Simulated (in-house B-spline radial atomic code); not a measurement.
Many-body perturbation calculation, with input and output: Sc¹⁹⁺

System: Sc¹⁹⁺.
Method: configuration interaction of two valence electrons with many-body perturbation theory for the core (screened one- and two-electron correlation potentials), Breit and QED, no-pair Dirac, B-spline basis (in-house B-spline radial atomic code).

### Results in brief

| quantity | value |
| --- | --- |
| outcome | converged |
| hardware | 1 CPU thread, shared host |
| wall time | 51 s |

### Input file
```
basis_form = 3
Z = 21
core_configuration = 
rms_radius = 3.5459
mass_number = 45
speed_of_light = 137.035999084
box_radius = 4.286
lmax = 6
intervals = 60
virtual_cutoff = 882.0
```

The run was one of a batch that the task file lists, launched with:
```bash
python <driver script> task.json out
```

The program writes its results to a structured record and prints no log; tables and figures of this report are taken from that record.

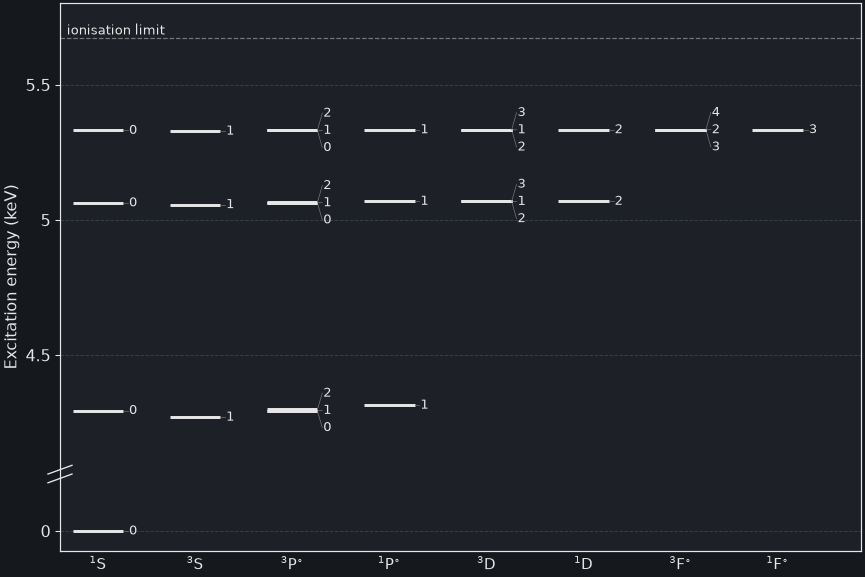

Fig. 1: Levels of Sc XX (Sc¹⁹⁺), two electrons outside the core bare nucleus. CI+MBPT: configuration interaction in the frozen-core Dirac–Hartree–Fock potential with screened core-valence correlation, Breit and QED terms; computed with a B-spline radial code. The lowest level is 1s² ¹S₀. The first excited level, 1s 2s ³S₁, lies at 4.27 keV. The lowest level of opposite parity, 1s 2p ³P°₀, is at 4.29 keV. The ionisation energy is 5674 eV, against 5679 eV from CI without core-valence correlation and a tabulated theoretical value of 5675 eV.

| Level | E (keV) |
| --- | --- |
| 1s² ¹S₀ | 0 |
| 1s 2s ³S₁ | 4.270 |
| 1s 2p ³P°₀ | 4.293 |
| 1s 2p ³P°₁ | 4.294 |
| 1s 2s ¹S₀ | 4.295 |
| 1s 2p ³P°₂ | 4.300 |
| 1s 2p ¹P°₁ | 4.315 |
| 1s 3s ³S₁ | 5.057 |
| 1s 3p ³P°₀ | 5.063 |
| 1s 3s ¹S₀ | 5.063 |
| 1s 3p ³P°₁ | 5.063 |
| 1s 3p ³P°₂ | 5.065 |
| 1s 3d ³D₂ | 5.068 |
| 1s 3d ³D₁ | 5.068 |
| 1s 3d ³D₃ | 5.069 |
| 1s 3p ¹P°₁ | 5.069 |
